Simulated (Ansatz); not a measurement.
## Geometry relaxation, with input and output: AlBH4SO

System: AlBH4SO, SMILES B[O][AlH][SH].
Method: RKS PBE0-D4/def2-SVP (Ansatz 0.2.0).

It belongs to a series of runs on one base structure; here: end point B relaxed. Figures and captions count atoms from 1; the log counts them from 0 in places.

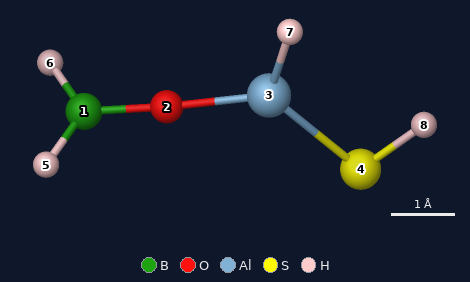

**Figure 1.** The starting structure (ball-and-stick view, seen at a tilt; atoms are numbered from 1 in the order of the input). Sticks mark near contacts.

### Key numbers

| quantity | value |
| --- | --- |
| outcome | converged |
| total energy | −20206.4298 eV |
| mean-field energy | −20206.3060 eV |
| largest force (length of the vector) at the end | 0.008 eV/Å |
| hardware | 1 thread of Arm Neoverse V1, 24 GiB of memory available, shared host |
| wall time | 29 s |
| peak memory | 0.16 GiB |

### Input
```yaml
crystal:
  periodic: [false, false, false]
  atoms:
    - { symbol: B, position_ang: [-1.33644, -0.1186, -1.18038] }
    - { symbol: O, position_ang: [-0.4846, 0.10698, -0.18077] }
    - { symbol: Al, position_ang: [0.49252, 0.45635, 1.12168] }
    - { symbol: S, position_ang: [2.55589, -0.26912, 1.17706] }
    - { symbol: H, position_ang: [-1.936, -1.1313, -1.20809] }
    - { symbol: H, position_ang: [-1.46628, 0.69218, -2.02492] }
    - { symbol: H, position_ang: [-0.17694, 1.28437, 2.19978] }
    - { symbol: H, position_ang: [2.81551, 0.46309, 2.25998] }
basis:
  gaussian: { orbitals: def2-SVP }
hamiltonian:
  xc: pbe0
  dispersion: d4
relax:
  f_tol: 0.015
  max_steps: 40
output:
  orbitals: {}
```

Launch command:
```bash
ansatz run input.yaml --threads 1 --pin off --max-ram 2048MiB --backend cpu --events-out ev --progress --plain --runs-dir out
```

### Output
```
The last accepted step is kept in [file] (removed where the run ends without a failure and the disk answers)
Engine: ansatz 0.2.0, aarch64-unknown-linux-gnu
Functional definition: PBE0
  parameter a = 0.25
  parameter kappa = 0.804
  parameter beta = 0.06672455060314922
  exchange = (1 - a)*pbe_x(kappa = kappa, mu = beta*pi^2/3) + a*exact_x
  correlation = pbe_c(beta = beta)
861 factors; integrals over basis functions are off by at most 3.2e-4 eV
mean field evaluation 1: about -20201.8429 eV, gradient 4.8e1 eV
mean field evaluation 2: about -20191.3023 eV, gradient 8.8e1 eV
mean field evaluation 4: about -20206.1365 eV, gradient 3.2e0 eV
mean field evaluation 8: about -20206.1928 eV, gradient 6.2e-2 eV
mean field evaluation 16: about -20206.1928 eV, gradient 4.2e-5 eV
mean field -20206.19282648 eV, -742.5638901238 hartree, gradient 4.2e-5 eV, S^2 0.000000; 0 other end points of the search recorded, 0 dependent functions left out
the calculation of the forces begins
reference -20206.19285634 eV, -742.5638912211 hartree; 23, 23 occupied and 61, 61 virtual orbitals, 861 factors
relax step   1: F+E_penalty+E_count = -20206.31635867 eV  Δ(F+E_penalty+E_count) = +0.000e0 eV  max|allowed force component| = 9.286e-1 eV/Å  Δτ_max = 0.0000 Å  (25 SCF iters, accepted)
these checks for a lower state are left out or cut short: starts, cluster_reference, orbital_swaps, neighbouring_geometries, increment
861 factors; integrals over basis functions are off by at most 3.2e-4 eV
mean field -20206.27877853 eV, -742.5670488033 hartree, gradient 7.2e-6 eV, S^2 0.000000; 0 other end points of the search recorded, 0 dependent functions left out
the calculation of the forces begins
reference -20206.27880884 eV, -742.5670499171 hartree; 23, 23 occupied and 61, 61 virtual orbitals, 861 factors
relax step   2: F+E_penalty+E_count = -20206.40218736 eV  Δ(F+E_penalty+E_count) = -8.583e-2 eV  max|allowed force component| = 4.704e-1 eV/Å  Δτ_max = 0.1378 Å  (29 SCF iters, accepted)
these checks for a lower state are left out or cut short: starts, cluster_reference, orbital_swaps, neighbouring_geometries, increment
861 factors; integrals over basis functions are off by at most 3.4e-4 eV
mean field -20206.29206133 eV, -742.5675369371 hartree, gradient 8.7e-6 eV, S^2 0.000000; 0 other end points of the search recorded, 0 dependent functions left out
the calculation of the forces begins
reference -20206.29209159 eV, -742.5675380492 hartree; 23, 23 occupied and 61, 61 virtual orbitals, 861 factors
relax step   3: F+E_penalty+E_count = -20206.41532199 eV  Δ(F+E_penalty+E_count) = -1.313e-2 eV  max|allowed force component| = 3.156e-1 eV/Å  Δτ_max = 0.0610 Å  (29 SCF iters, accepted)
these checks for a lower state are left out or cut short: starts, cluster_reference, orbital_swaps, neighbouring_geometries, increment
861 factors; integrals over basis functions are off by at most 3.0e-4 eV
mean field evaluation 32: about -20206.2689 eV, gradient 7.4e-2 eV
mean field -20206.29633102 eV, -742.5676938455 hartree, gradient 9.7e-6 eV, S^2 0.000000; 0 other end points of the search recorded, 0 dependent functions left out
the calculation of the forces begins
reference -20206.29636142 eV, -742.5676949627 hartree; 23, 23 occupied and 61, 61 virtual orbitals, 861 factors
relax step   4: F+E_penalty+E_count = -20206.41971866 eV  Δ(F+E_penalty+E_count) = -4.397e-3 eV  max|allowed force component| = 5.206e-1 eV/Å  Δτ_max = 0.0763 Å  (29 SCF iters, accepted)
these checks for a lower state are left out or cut short: starts, cluster_reference, orbital_swaps, neighbouring_geometries, increment
861 factors; integrals over basis functions are off by at most 3.1e-4 eV
mean field -20206.30472734 eV, -742.5680024045 hartree, gradient 8.4e-6 eV, S^2 0.000000; 0 other end points of the search recorded, 0 dependent functions left out
the calculation of the forces begins
reference -20206.30475771 eV, -742.5680035207 hartree; 23, 23 occupied and 61, 61 virtual orbitals, 861 factors
relax step   5: F+E_penalty+E_count = -20206.42841106 eV  Δ(F+E_penalty+E_count) = -8.692e-3 eV  max|allowed force component| = 1.021e-1 eV/Å  Δτ_max = 0.0255 Å  (30 SCF iters, accepted)
these checks for a lower state are left out or cut short: starts, cluster_reference, orbital_swaps, neighbouring_geometries, increment
861 factors; integrals over basis functions are off by at most 3.0e-4 eV
mean field -20206.30565758 eV, -742.5680365901 hartree, gradient 8.2e-6 eV, S^2 0.000000; 0 other end points of the search recorded, 0 dependent functions left out
the calculation of the forces begins
reference -20206.30568794 eV, -742.5680377060 hartree; 23, 23 occupied and 61, 61 virtual orbitals, 861 factors
relax step   6: F+E_penalty+E_count = -20206.42952438 eV  Δ(F+E_penalty+E_count) = -1.113e-3 eV  max|allowed force component| = 5.488e-2 eV/Å  Δτ_max = 0.0553 Å  (29 SCF iters, accepted)
these checks for a lower state are left out or cut short: starts, cluster_reference, orbital_swaps, neighbouring_geometries, increment
861 factors; integrals over basis functions are off by at most 3.0e-4 eV
mean field -20206.30596143 eV, -742.5680477566 hartree, gradient 8.5e-6 eV, S^2 0.000000; 0 other end points of the search recorded, 0 dependent functions left out
the calculation of the forces begins
reference -20206.30599180 eV, -742.5680488724 hartree; 23, 23 occupied and 61, 61 virtual orbitals, 861 factors
relax step   7: F+E_penalty+E_count = -20206.42977485 eV  Δ(F+E_penalty+E_count) = -2.505e-4 eV  max|allowed force component| = 6.952e-3 eV/Å  Δτ_max = 0.0289 Å  (30 SCF iters, accepted)
861 factors; integrals over basis functions are off by at most 3.0e-4 eV
mean field evaluation 64: about -20206.2469 eV, gradient 3.3e0 eV
```

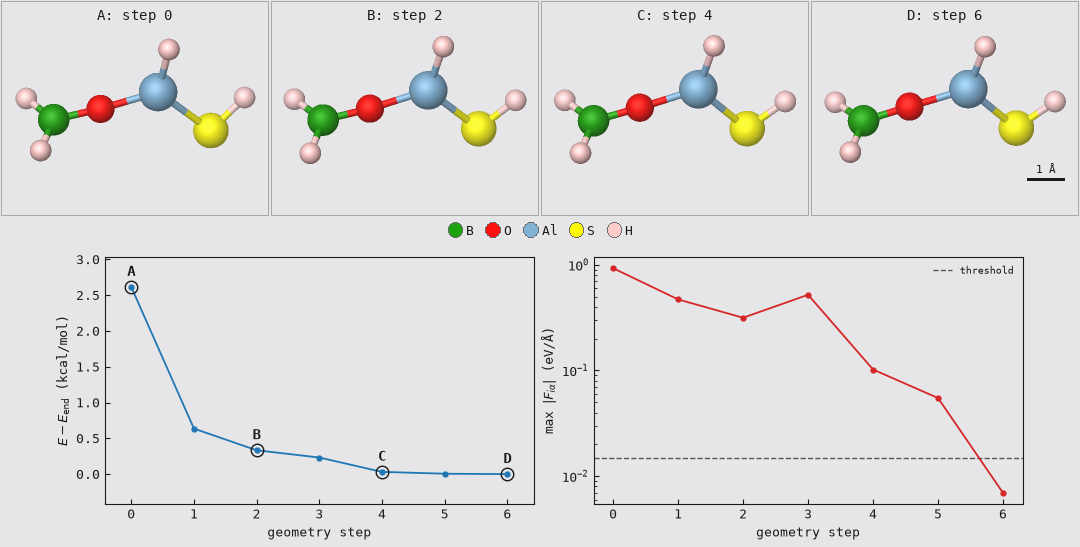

**Figure 2.** Frames of the relaxation (ball-and-stick view, seen at a tilt) above the curves, on which the letters mark them (the first geometry is step 0 here and step 1 in the log).

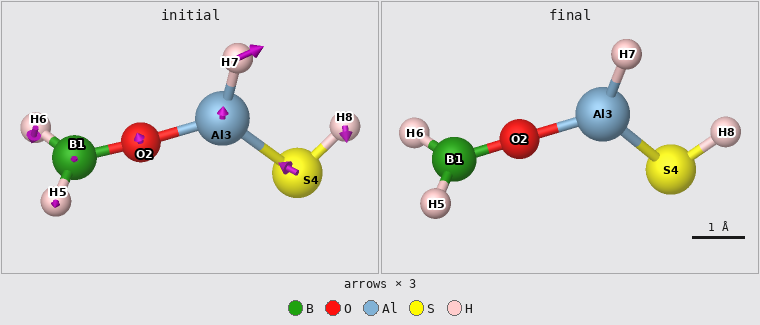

**Figure 3.** Before (left) and after (right) the relaxation, at one scale (ball-and-stick view, seen at a tilt). The pink arrows give the displacements, magnified 3 times. Over 6 geometry steps the energy falls by 2.62 kcal/mol. Largest force component: 0.93 eV/Å at the start, 0.007 eV/Å at the end. H7 moves most after the best rigid fit: 0.20 Å. Largest moves by element: H 0.20 Å, S 0.16 Å, Al 0.09 Å, O 0.08 Å, B 0.04 Å. Distances before and after: Al3–H7 1.515 → 1.572 Å, B1–H5 1.177 → 1.216 Å, O2–Al3 1.665 → 1.700 Å, S4–H8 1.333 → 1.352 Å. Among the angles that change: O2–Al3–H7 114.3° → 119.9°, O2–Al3–S4 120.2° → 116.4°, B1–O2–Al3 175.8° → 179.3°. (Atoms are counted from 1 in the order of the input.)

```
mean field -20206.30596143 eV, -742.5680477566 hartree, gradient 8.5e-6 eV, S^2 0.000000; 1 other end points of the search recorded, 0 dependent functions left out
the calculation of the forces begins
reference -20206.30599180 eV, -742.5680488724 hartree; 23, 23 occupied and 61, 61 virtual orbitals, 861 factors
Total energy: -20206.42980522 eV, -742.5725989317 hartree
Atom 0 at    -1.319326    -0.143034    -1.203958 Å, force    -0.003323    -0.002512    -0.006952 eV/Å
Atom 1 at    -0.544520     0.155407    -0.156140 Å, force     0.003997     0.000137     0.004594 eV/Å
Atom 2 at     0.455108     0.523742     1.168544 Å, force    -0.001026     0.001297     0.002058 eV/Å
Atom 3 at     2.510713    -0.177101     1.054927 Å, force     0.001689    -0.001775    -0.002993 eV/Å
Atom 4 at    -1.953635    -1.180562    -1.204871 Å, force     0.000807     0.000331     0.001459 eV/Å
Atom 5 at    -1.381475     0.627363    -2.142763 Å, force     0.000194     0.001234     0.001195 eV/Å
Atom 6 at    -0.125183     1.330921     2.386529 Å, force    -0.000877     0.000984     0.000074 eV/Å
Atom 7 at     2.821979     0.347213     2.262072 Å, force    -0.001461     0.000303     0.000563 eV/Å
Dipole moment:     0.088172     0.164201     0.372672 e Å
```

### Trajectory as extended XYZ (Å, eV, eV/Å), 7 frames, from step=1 to step=7
```
8
Properties=species:S:1:pos:R:3:forces:R:3 step=1 energy=-20206.31636
B    -1.3364   -0.1186   -1.1804    0.4311   0.0501   0.3830
O    -0.4846    0.1070   -0.1808   -0.3161  -0.2461  -0.6495
Al    0.4925    0.4563    1.1217    0.9286  -0.2282   0.1873
S     2.5559   -0.2691    1.1771   -0.3001  -0.2066  -0.4938
H    -1.9360   -1.1313   -1.2081   -0.5182  -0.8124  -0.0196
H    -1.4663    0.6922   -2.0249   -0.1122   0.6545  -0.6689
H    -0.1769    1.2844    2.1998   -0.2385   0.5232   0.7871
H     2.8155    0.4631    2.2600    0.1253   0.2654   0.4744
8
Properties=species:S:1:pos:R:3:forces:R:3 step=2 energy=-20206.40219
B    -1.3170   -0.1523   -1.2132   -0.1799   0.2714   0.3814
O    -0.4787    0.1101   -0.2041   -0.1408  -0.1987  -0.4704
Al    0.4889    0.5111    1.1119    0.3400   0.0311   0.3620
S     2.5502   -0.1949    1.1215    0.0559   0.1048   0.2133
H    -1.9504   -1.1772   -1.2069   -0.0106  -0.2869  -0.0876
H    -1.5076    0.6933   -2.0518    0.0825   0.0729  -0.2750
H    -0.1521    1.3420    2.2669   -0.0272   0.1072   0.1642
H     2.8304    0.3518    2.3399   -0.1199  -0.1017  -0.2879
8
Properties=species:S:1:pos:R:3:forces:R:3 step=3 energy=-20206.41532
B    -1.3539   -0.1320   -1.1881    0.3156  -0.1457  -0.2300
O    -0.4921    0.1159   -0.1931   -0.2465  -0.0043  -0.1318
Al    0.4981    0.5068    1.1257    0.0204   0.0742   0.1702
S     2.5550   -0.1991    1.1003    0.0032   0.1408   0.2777
H    -1.9328   -1.2064   -1.2274   -0.0495   0.1616   0.0702
H    -1.4800    0.6855   -2.0880   -0.0862  -0.0525   0.1567
H    -0.1104    1.3542    2.3098    0.0496  -0.0440  -0.0368
H     2.7799    0.3588    2.3252   -0.0065  -0.1300  -0.2761
8
Properties=species:S:1:pos:R:3:forces:R:3 step=4 energy=-20206.41972
B    -1.3330   -0.1352   -1.1892   -0.0601  -0.2019  -0.5143
O    -0.5396    0.1442   -0.1622    0.3232   0.1685   0.5206
Al    0.4645    0.5287    1.1647    0.0298  -0.1174  -0.1674
S     2.5273   -0.2038    1.0673   -0.2404   0.1236   0.0732
H    -1.9188   -1.2037   -1.2247   -0.0558   0.0892   0.0401
H    -1.4185    0.6545   -2.1156   -0.0721  -0.0179   0.0905
H    -0.1478    1.3605    2.3532    0.0669  -0.0228  -0.0031
H     2.8296    0.3388    2.2708    0.0084  -0.0213  -0.0397
8
Properties=species:S:1:pos:R:3:forces:R:3 step=5 energy=-20206.42841
B    -1.3220   -0.1437   -1.2016   -0.0602  -0.0227  -0.0894
O    -0.5200    0.1325   -0.1708    0.0456   0.0415   0.1021
Al    0.4643    0.5204    1.1612    0.0374  -0.0188  -0.0589
S     2.5190   -0.1967    1.0757   -0.0476   0.0331   0.0467
H    -1.9276   -1.1987   -1.2248    0.0028   0.0101   0.0005
H    -1.4401    0.6633   -2.1053    0.0116  -0.0183   0.0146
H    -0.1269    1.3629    2.3496    0.0055  -0.0126   0.0121
H     2.8170    0.3440    2.2804    0.0049  -0.0122  -0.0279
8
Properties=species:S:1:pos:R:3:forces:R:3 step=6 energy=-20206.42952
B    -1.3180   -0.1439   -1.2023    0.0077   0.0084   0.0237
O    -0.5491    0.1554   -0.1493   -0.0187  -0.0197  -0.0549
Al    0.4565    0.5265    1.1693   -0.0434   0.0216   0.0178
S     2.5046   -0.1895    1.0577    0.0317  -0.0105  -0.0033
H    -1.9317   -1.1938   -1.2183    0.0036   0.0037   0.0043
H    -1.3969    0.6389   -2.1297    0.0058  -0.0025   0.0032
H    -0.1253    1.3477    2.3774    0.0140  -0.0029   0.0070
H     2.8234    0.3425    2.2595   -0.0007   0.0018   0.0022
8
Properties=species:S:1:pos:R:3:forces:R:3 step=7 energy=-20206.42978
B    -1.3193   -0.1430   -1.2040   -0.0033  -0.0025  -0.0070
O    -0.5445    0.1554   -0.1561    0.0040   0.0001   0.0046
Al    0.4551    0.5237    1.1685   -0.0010   0.0013   0.0021
S     2.5107   -0.1771    1.0549    0.0017  -0.0018  -0.0030
H    -1.9536   -1.1806   -1.2049    0.0008   0.0003   0.0015
H    -1.3815    0.6274   -2.1428    0.0002   0.0012   0.0012
H    -0.1252    1.3309    2.3865   -0.0009   0.0010   0.0001
H     2.8220    0.3472    2.2621   -0.0015   0.0003   0.0006
```

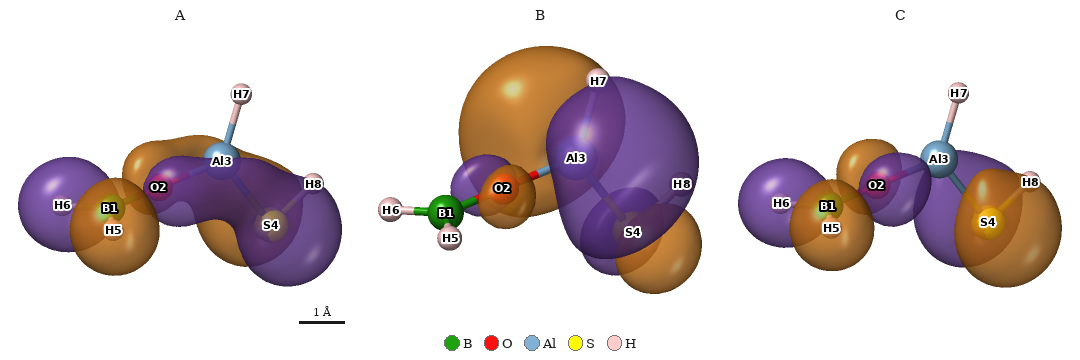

**Figure 4.** Three frontier orbitals at ±0.08 Å⁻³ᐟ² (orange and purple are the two phases). A is the HOMO−1 (−8.15 eV). Its weight (Hirshfeld) is mainly on S4 (40 %), B1 (15 %), O2 (15 %), Al3 (10 %) and H5 (10 %). C is the HOMO (−7.72 eV). Its weight (Hirshfeld) is mainly on S4 (45 %), O2 (15 %), B1 (10 %), H5 (10 %) and H6 (10 %). B is the LUMO (−0.81 eV). It lies mainly on Al3 (70 %) and S4 (15 %). The HOMO–LUMO gap is 6.91 eV between the orbital energies.

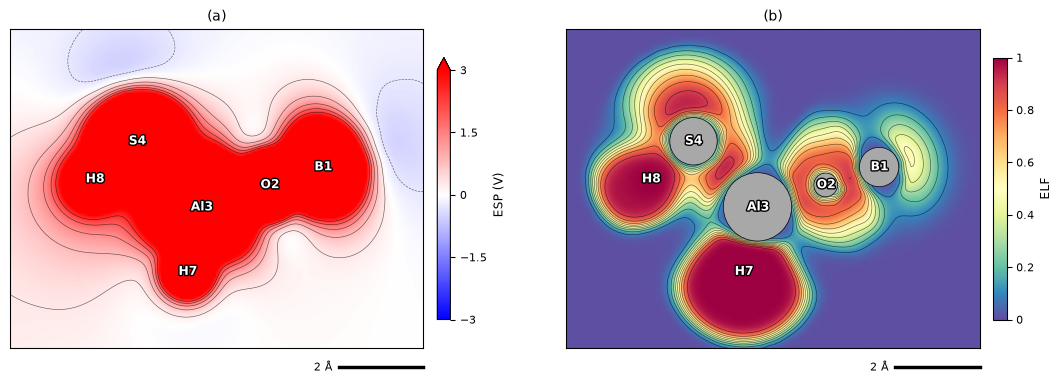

**Figure 5.** (a) electrostatic potential; (b) electron localisation function on the plane of atoms S4, Al3 and H7. Grey discs, where drawn, cover atomic cores. Atoms in the plane: B, O, Al, S and H. Al–O (1.70 Å): the ELF peaks at about 0.85 in the valence shell of O, 0.6 Å from its nucleus, and is about 0.35 at the midpoint. Al–S (2.17 Å): the ELF peaks at about 0.95 in the valence shell of S, 1.0 Å from its nucleus, and is about 0.90 at the midpoint. S–H (1.35 Å): the ELF climbs to about 1 towards the hydrogen, as it does in any bond to H. Al–H (1.57 Å): the ELF climbs to about 1 towards the hydrogen.
